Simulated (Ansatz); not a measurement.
GePH₅Cl₂: nudged elastic band

GePH₅Cl₂, computed with RKS B3LYP/def2-SVP (Ansatz 0.2.0).

One setting was made poor on purpose. It belongs to a series of runs on one base structure; here: band between the two ends. Figures and captions count atoms from 1; the log counts them from 0 in places.

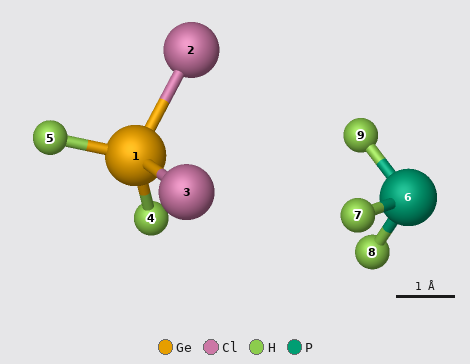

The input geometry (ball-and-stick view, seen at a tilt; atoms are numbered from 1 in the order of the input). Sticks mark near contacts. Bond lengths as drawn: Cl–Ge 2.17 Å, Ge–H 1.53 Å and H–P 1.43 Å.

### Key numbers

- outcome: converged
- barrier, forward: 2.305 eV
- barrier, backward: 1.832 eV
- hardware: 4 threads of Arm Neoverse V2, 24 GiB of memory available, shared host
- wall time: 6.5 min (CPU time 24 min)
- peak memory: 0.29 GiB

### Notes

A deliberately poor setting: straight start. The order of the saddle point was not checked.

### Input
```yaml
crystal:
  periodic: [false, false, false]
  atoms:
    - { symbol: Ge, position_ang: [-0.247006, -0.646717, -0.166256] }
    - { symbol: Cl, position_ang: [-0.591375, -0.461608, 1.967985] }
    - { symbol: Cl, position_ang: [1.871458, -0.961882, -0.51139] }
    - { symbol: H, position_ang: [-0.648783, 0.673095, -0.835418] }
    - { symbol: H, position_ang: [-0.992677, -1.891807, -0.662423] }
    - { symbol: P, position_ang: [2.297444, 3.03303, 1.613048] }
    - { symbol: H, position_ang: [2.690502, 1.941033, 0.778146] }
    - { symbol: H, position_ang: [1.466483, 3.611696, 0.601771] }
    - { symbol: H, position_ang: [1.218155, 2.29446, 2.190437] }
basis:
  gaussian: { orbitals: def2-SVP }
hamiltonian:
  xc: b3lyp
neb:
  order_check: false
  images: 9
  f_tol: 0.05
  max_iterations: 60
  initial_path: linear
  final_atoms:
    - { symbol: Ge, position_ang: [0.62272703, 0.18545511, -0.2955882] }
    - { symbol: Cl, position_ang: [-1.28943413, 0.70210577, 3.01476381] }
    - { symbol: Cl, position_ang: [1.71523436, -0.13803769, -2.16836316] }
    - { symbol: H, position_ang: [-0.79913994, 0.62839742, -0.67899296] }
    - { symbol: H, position_ang: [0.63241108, -1.15058021, 0.46563435] }
    - { symbol: P, position_ang: [1.65188251, 1.84636341, 0.99971431] }
    - { symbol: H, position_ang: [2.96231494, 1.29252726, 0.89611705] }
    - { symbol: H, position_ang: [1.82270643, 2.76347588, -0.07929373] }
    - { symbol: H, position_ang: [-0.25450129, 1.46159306, 2.82190853] }
```

Run as:
```bash
ansatz run input.yaml --threads 4 --pin off --max-ram 5120MiB --backend cpu --events-out ev --progress --plain --runs-dir out
```

### Log
```
Engine: ansatz 0.2.0, aarch64-unknown-linux-gnu
Functional definition: B3LYP
  parameter a0 = 0.2
  parameter ax = 0.72
  parameter ac = 0.81
  exchange = (1 - a0 - ax)*slater_x + ax*b88_x + a0*exact_x
  correlation = (1 - ac)*vwn_rpa_c + ac*lyp_c
1134 factors; integrals over basis functions are off by at most 3.1e-4 eV
mean field evaluation 1: about -90919.2622 eV, gradient 2.3e1 eV
mean field evaluation 2: about -90919.0271 eV, gradient 2.7e1 eV
mean field evaluation 4: about -90920.2807 eV, gradient 5.3e-1 eV
mean field evaluation 8: about -90920.2899 eV, gradient 1.9e-2 eV
mean field -90920.28994319 eV, -3341.2590274262 hartree, gradient 8.3e-6 eV, S^2 0.000000; 0 other end points of the search recorded, 0 dependent functions left out
the calculation of the forces begins
reference -90920.29021795 eV, -3341.2590375236 hartree; 43, 43 occupied and 68, 68 virtual orbitals, 1134 factors
1136 factors; integrals over basis functions are off by at most 1.2e-3 eV
mean field evaluation 16: about -90918.9510 eV, gradient 2.2e1 eV
mean field -90919.81745775 eV, -3341.2416639067 hartree, gradient 1.8e-5 eV, S^2 0.000000; 0 other end points of the search recorded, 0 dependent functions left out
[... from here on the field's lines of each further geometry are left out, up to the last ...]
NEB iter   1: max|band force component| = 5.943e0 eV/Å  barrier→ = 5.9783 eV  barrier← = 5.5059 eV  Δτ_max = 0.2000 Å  (284 SCF iters)
NEB iter   2: max|band force component| = 2.768e0 eV/Å  barrier→ = 3.4757 eV  barrier← = 3.0032 eV  Δτ_max = 0.2000 Å  (259 SCF iters)
NEB iter   3: max|band force component| = 6.704e0 eV/Å  barrier→ = 2.5621 eV  barrier← = 2.0896 eV  Δτ_max = 0.1018 Å  (253 SCF iters)
NEB iter   4: max|band force component| = 1.738e0 eV/Å  barrier→ = 2.4132 eV  barrier← = 1.9407 eV  Δτ_max = 0.2000 Å  (249 SCF iters)
NEB iter   5: max|band force component| = 8.979e-1 eV/Å  barrier→ = 2.2702 eV  barrier← = 1.7977 eV  Δτ_max = 0.1973 Å  (246 SCF iters)
NEB iter   6: max|band force component| = 4.728e-1 eV/Å  barrier→ = 2.4399 eV  barrier← = 1.9674 eV  CI = image 6  Δτ_max = 0.2000 Å  (248 SCF iters)
NEB iter   7: max|band force component| = 5.857e-1 eV/Å  barrier→ = 2.3997 eV  barrier← = 1.9272 eV  CI = image 6  Δτ_max = 0.0998 Å  (236 SCF iters)
NEB iter   8: max|band force component| = 2.338e-1 eV/Å  barrier→ = 2.3864 eV  barrier← = 1.9140 eV  CI = image 6  Δτ_max = 0.0574 Å  (229 SCF iters)
NEB iter   9: max|band force component| = 1.242e-1 eV/Å  barrier→ = 2.3756 eV  barrier← = 1.9031 eV  CI = image 6  Δτ_max = 0.1196 Å  (226 SCF iters)
NEB iter  10: max|band force component| = 3.081e-1 eV/Å  barrier→ = 2.3536 eV  barrier← = 1.8812 eV  CI = image 6  Δτ_max = 0.0595 Å  (228 SCF iters)
NEB iter  11: max|band force component| = 2.058e-1 eV/Å  barrier→ = 2.3434 eV  barrier← = 1.8709 eV  CI = image 6  Δτ_max = 0.0594 Å  (225 SCF iters)
NEB iter  12: max|band force component| = 1.770e-1 eV/Å  barrier→ = 2.3340 eV  barrier← = 1.8616 eV  CI = image 6  Δτ_max = 0.0594 Å  (225 SCF iters)
NEB iter  13: max|band force component| = 1.424e-1 eV/Å  barrier→ = 2.3263 eV  barrier← = 1.8538 eV  CI = image 6  Δτ_max = 0.0594 Å  (227 SCF iters)
NEB iter  14: max|band force component| = 1.217e-1 eV/Å  barrier→ = 2.3197 eV  barrier← = 1.8473 eV  CI = image 6  Δτ_max = 0.0594 Å  (227 SCF iters)
NEB iter  15: max|band force component| = 1.375e-1 eV/Å  barrier→ = 2.3148 eV  barrier← = 1.8423 eV  CI = image 6  Δτ_max = 0.1187 Å  (229 SCF iters)
NEB iter  16: max|band force component| = 1.755e-1 eV/Å  barrier→ = 2.3086 eV  barrier← = 1.8362 eV  CI = image 6  Δτ_max = 0.1180 Å  (234 SCF iters)
NEB iter  17: max|band force component| = 1.773e-1 eV/Å  barrier→ = 2.3068 eV  barrier← = 1.8343 eV  CI = image 6  Δτ_max = 0.1975 Å  (229 SCF iters)
NEB iter  18: max|band force component| = 1.867e-1 eV/Å  barrier→ = 2.3060 eV  barrier← = 1.8335 eV  CI = image 6  Δτ_max = 0.0995 Å  (238 SCF iters)
NEB iter  19: max|band force component| = 1.464e-1 eV/Å  barrier→ = 2.3058 eV  barrier← = 1.8333 eV  CI = image 6  Δτ_max = 0.0994 Å  (209 SCF iters)
NEB iter  20: max|band force component| = 8.125e-2 eV/Å  barrier→ = 2.3052 eV  barrier← = 1.8327 eV  CI = image 6  Δτ_max = 0.0993 Å  (230 SCF iters)
NEB iter  21: max|band force component| = 5.801e-2 eV/Å  barrier→ = 2.3049 eV  barrier← = 1.8325 eV  CI = image 6  Δτ_max = 0.0884 Å  (231 SCF iters)
NEB iter  22: max|band force component| = 5.188e-2 eV/Å  barrier→ = 2.3048 eV  barrier← = 1.8323 eV  CI = image 6  Δτ_max = 0.0904 Å  (225 SCF iters)
the calculation of the forces begins
reference -90919.76987739 eV, -3341.2399153607 hartree; 43, 43 occupied and 68, 68 virtual orbitals, 1135 factors
1134 factors; integrals over basis functions are off by at most 1.3e-3 eV
mean field evaluation 1504: about -90917.9851 eV, gradient 5.6e-4 eV
mean field -90917.98513523 eV, -3341.1743272960 hartree, gradient 1.5e-5 eV, S^2 0.000000; 1 other end points of the search recorded, 0 dependent functions left out
the calculation of the forces begins
reference -90917.98537639 eV, -3341.1743361583 hartree; 43, 43 occupied and 68, 68 virtual orbitals, 1134 factors
NEB iter  23: max|band force component| = 4.770e-2 eV/Å  barrier→ = 2.3048 eV  barrier← = 1.8323 eV  CI = image 6  Δτ_max = 0.0000 Å  (453 SCF iters)
```

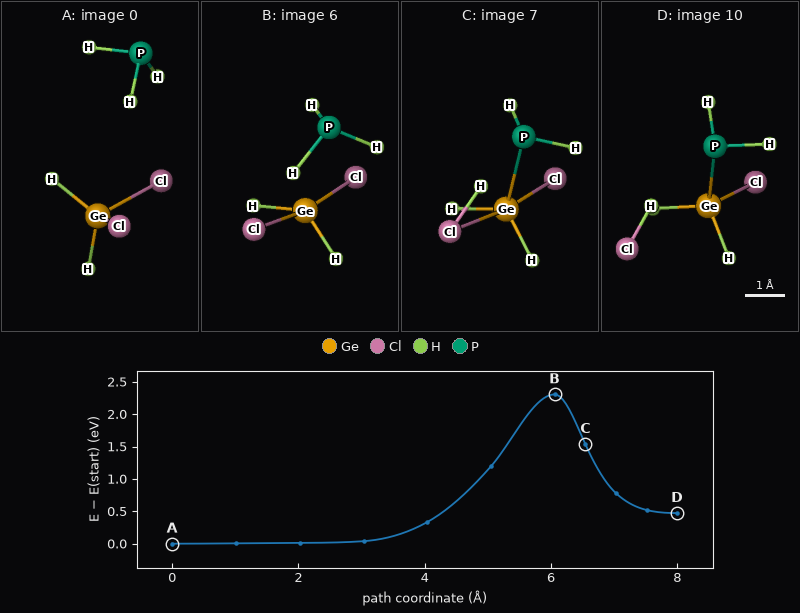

Images of the last band (counted from 0; ball-and-stick, seen at a tilt) above the energy along the path; the line is a cubic interpolation that uses the forces. The highest image is number 6, 2.305 eV above the start and 1.832 eV above the end (the climbing image); the end lies 0.472 eV above the start. The path is 8.00 Å long. The band converged in 23 iterations.

```
Total energy: -90917.98537639 eV, -3341.1743361583 hartree
Atom 0 at     0.194677     0.293895    -0.013993 Å, force    -0.002570     0.011564    -0.000636 eV/Å
Atom 1 at    -1.101222     0.589545     2.189951 Å, force     0.000007    -0.003284     0.004197 eV/Å
Atom 2 at     1.694985     0.338594    -1.685392 Å, force    -0.003069    -0.002029     0.000809 eV/Å
Atom 3 at    -0.924862     1.098095    -0.671948 Å, force     0.001833    -0.000147    -0.007184 eV/Å
Atom 4 at     0.249589    -1.195576     0.319181 Å, force     0.001554    -0.004753     0.002085 eV/Å
Atom 5 at     1.921200     1.846108     1.520431 Å, force     0.003906    -0.002997     0.007146 eV/Å
Atom 6 at     2.708978     0.750909     1.086822 Å, force     0.000981     0.001780     0.000281 eV/Å
Atom 7 at     1.792810     2.554977     0.300495 Å, force    -0.001710     0.000274    -0.004401 eV/Å
Atom 8 at     0.528046     1.314753     1.930352 Å, force    -0.000933    -0.000409    -0.002297 eV/Å
Dipole moment:     0.329054     0.131822    -0.082401 e Å
this run last wrote the band of iteration 23 to [file]
```

### The last band as extended XYZ (Å, eV, eV/Å)
```
9
Properties=species:S:1:pos:R:3:forces:R:3 image=0 energy=-90920.28994
Ge   -0.2470   -0.6467   -0.1663    0.0078  -0.0007  -0.0022
Cl   -0.5914   -0.4616    1.9680   -0.0042   0.0001  -0.0079
Cl    1.8715   -0.9619   -0.5114    0.0088  -0.0003  -0.0003
H    -0.6488    0.6731   -0.8354   -0.0064   0.0032   0.0023
H    -0.9927   -1.8918   -0.6624   -0.0069  -0.0018   0.0070
P     2.2974    3.0330    1.6130   -0.0072  -0.0069  -0.0087
H     2.6905    1.9410    0.7781   -0.0002   0.0065   0.0034
H     1.4665    3.6117    0.6018    0.0049  -0.0022   0.0059
H     1.2182    2.2945    2.1904    0.0034   0.0021   0.0005
9
Properties=species:S:1:pos:R:3:forces:R:3 image=1 energy=-90920.28423
Ge   -0.3676   -0.6568   -0.2532    0.0041   0.0009   0.0030
Cl   -0.5047   -0.4111    1.8979   -0.0033  -0.0001  -0.0009
Cl    1.7210   -0.5988   -0.8375    0.0013  -0.0050   0.0024
H    -1.0843    0.5259   -0.9157   -0.0006   0.0024  -0.0031
H    -0.9180   -2.0440   -0.6061   -0.0024  -0.0039  -0.0007
P     2.3880    3.0214    1.7772    0.0020  -0.0027  -0.0010
H     2.8199    1.7787    1.2193   -0.0022   0.0044  -0.0062
H     1.8860    3.4937    0.5235   -0.0011   0.0056   0.0049
H     1.1239    2.4824    2.1706    0.0022  -0.0016   0.0016
9
Properties=species:S:1:pos:R:3:forces:R:3 image=2 energy=-90920.27751
Ge   -0.4968   -0.6071   -0.3362   -0.0099  -0.0009   0.0061
Cl   -0.6039   -0.1824    1.7892   -0.0024  -0.0043  -0.0055
Cl    1.4873   -0.1122   -1.0579    0.0083  -0.0025  -0.0019
H    -1.5047    0.2990   -1.0540   -0.0007  -0.0013  -0.0004
H    -0.7081   -2.1140   -0.5271   -0.0033  -0.0016  -0.0010
P     2.5506    2.9360    1.8717    0.0031   0.0044   0.0010
H     2.9357    1.6006    1.5393    0.0034   0.0035  -0.0015
H     2.1786    3.2363    0.5238    0.0016   0.0040   0.0029
H     1.2256    2.5352    2.2270   -0.0003  -0.0013   0.0002
9
Properties=species:S:1:pos:R:3:forces:R:3 image=3 energy=-90920.25123
Ge   -0.5015   -0.4111   -0.3466   -0.0379  -0.0138  -0.0252
Cl   -0.8252    0.2905    1.6816   -0.0060  -0.0144  -0.0029
Cl    1.3923    0.3153   -1.1144   -0.0055  -0.0133  -0.0014
H    -1.6106    0.1848   -1.2203   -0.0205  -0.0213  -0.0159
H    -0.4230   -1.9400   -0.2955   -0.0188  -0.0278  -0.0160
P     2.5950    2.6545    1.8863    0.0238   0.0277   0.0163
H     3.0196    1.3555    1.4681    0.0214   0.0183   0.0140
H     2.0901    2.9755    0.5880    0.0205   0.0201   0.0138
H     1.3276    2.1664    2.3287    0.0230   0.0245   0.0172
9
Properties=species:S:1:pos:R:3:forces:R:3 image=4 energy=-90919.95615
Ge   -0.3352   -0.1565   -0.2266   -0.1527  -0.0922  -0.1025
Cl   -0.8747    0.4891    1.7879    0.0440  -0.0091  -0.0636
Cl    1.5366    0.4457   -1.1628   -0.0514   0.0058   0.0771
H    -1.4015    0.5003   -1.1003   -0.1291  -0.1770  -0.1104
H    -0.1938   -1.6680   -0.0830   -0.1657  -0.1440  -0.1376
P     2.4198    2.3493    1.7823    0.1460   0.1217   0.0732
H     2.8516    1.0806    1.2836    0.0745   0.0866   0.0730
H     1.9001    2.7348    0.5068    0.0833   0.0721   0.0825
H     1.1613    1.8160    2.1882    0.1511   0.1360   0.1082
9
Properties=species:S:1:pos:R:3:forces:R:3 image=5 energy=-90919.09557
Ge   -0.1270    0.0709   -0.0818   -0.3864  -0.2275  -0.0720
Cl   -1.0310    0.5046    1.9417    0.0833  -0.0873  -0.2807
Cl    1.6338    0.4169   -1.3958   -0.0800   0.0987   0.3140
H    -1.1439    0.8667   -0.8846   -0.2542  -0.2223  -0.2373
H     0.0742   -1.4187    0.1451   -0.2402  -0.2523  -0.2188
P     2.2092    2.1128    1.6862    0.3507   0.2743   0.1995
H     2.7154    0.8782    1.1711    0.0051   0.1071   0.0900
H     1.8092    2.5881    0.3979    0.0499   0.0223   0.1268
H     0.9242    1.5718    1.9961    0.4717   0.2870   0.0785
9
Properties=species:S:1:pos:R:3:forces:R:3 image=6 energy=-90917.98513
Ge    0.1947    0.2939   -0.0140   -0.0026   0.0116  -0.0006
Cl   -1.1012    0.5895    2.1900    0.0000  -0.0033   0.0042
Cl    1.6950    0.3386   -1.6854   -0.0031  -0.0020   0.0008
H    -0.9249    1.0981   -0.6719    0.0018  -0.0001  -0.0072
H     0.2496   -1.1956    0.3192    0.0016  -0.0048   0.0021
P     1.9212    1.8461    1.5204    0.0039  -0.0030   0.0071
H     2.7090    0.7509    1.0868    0.0010   0.0018   0.0003
H     1.7928    2.5550    0.3005   -0.0017   0.0003  -0.0044
H     0.5280    1.3148    1.9304   -0.0009  -0.0004  -0.0023
9
Properties=species:S:1:pos:R:3:forces:R:3 image=7 energy=-90918.75259
Ge    0.3276    0.3495   -0.0792    0.6646   0.2235  -0.3011
Cl   -1.0544    0.6610    2.3212    0.1964   0.3435   0.5867
Cl    1.7080    0.3280   -1.7928    0.1322  -0.1240  -0.4563
H    -0.9024    1.1033   -0.6253    0.1318  -0.1102   0.1604
H     0.2221   -1.1399    0.3067   -0.0396   0.2279   0.0267
P     1.8321    1.7234    1.4018   -0.4805  -0.4889  -0.5737
H     2.7975    0.7545    1.0556    0.4126   0.1225  -0.0913
H     1.8864    2.5877    0.2881    0.3769   0.1828  -0.1248
H     0.2474    1.2238    2.0998   -1.3946  -0.3771   0.7733
9
Properties=species:S:1:pos:R:3:forces:R:3 image=8 energy=-90919.50963
Ge    0.4296    0.3693   -0.1873    0.1904   0.0234  -0.2044
Cl   -1.1575    0.6536    2.4867   -0.2136   0.0190   0.3128
Cl    1.7108    0.2957   -1.9625    0.0173  -0.1156  -0.3120
H    -0.8604    1.1003   -0.6009    0.0925  -0.0433   0.0318
H     0.2284   -1.0853    0.2736    0.0203   0.1001  -0.0201
P     1.7745    1.6371    1.3006   -0.0992  -0.1469  -0.2024
H     2.8954    0.8066    1.0336    0.1763   0.1269  -0.0255
H     1.9979    2.6229    0.3035    0.2089   0.0596  -0.0100
H     0.0456    1.1912    2.3286   -0.3929  -0.0231   0.4297
9
Properties=species:S:1:pos:R:3:forces:R:3 image=9 energy=-90919.76961
Ge    0.5051    0.3858   -0.3046    0.0371   0.0035  -0.0582
Cl   -1.2997    0.6165    2.6609   -0.0500   0.0098   0.0917
Cl    1.6693    0.2585   -2.1556   -0.0181  -0.0429  -0.0933
H    -0.7999    1.1309   -0.6291    0.0337  -0.0040  -0.0195
H     0.2629   -1.0500    0.1878    0.0243   0.0118  -0.0223
P     1.7809    1.5929    1.2532    0.0000  -0.0158  -0.0309
H     2.9694    0.8425    1.0239    0.0404   0.0321  -0.0016
H     2.0928    2.6460    0.3467    0.0478   0.0122   0.0032
H    -0.1167    1.1681    2.5928   -0.1152  -0.0067   0.1307
9
Properties=species:S:1:pos:R:3:forces:R:3 image=10 energy=-90919.81746
Ge    0.5546    0.4060   -0.4139    0.0009  -0.0016  -0.0049
Cl   -1.4159    0.6176    2.8958    0.0128   0.0068  -0.0021
Cl    1.6742    0.2542   -2.2925   -0.0018   0.0001   0.0051
H    -0.7402    1.1745   -0.7268    0.0014  -0.0001   0.0013
H     0.2802   -1.0303    0.0617    0.0004   0.0020  -0.0004
P     1.7921    1.5587    1.2094    0.0110  -0.0019  -0.0078
H     2.9848    0.7993    1.0208   -0.0068   0.0050   0.0010
H     2.1860    2.6198    0.3413   -0.0058  -0.0054   0.0062
H    -0.2517    1.1916    2.8799   -0.0120  -0.0050   0.0015
```
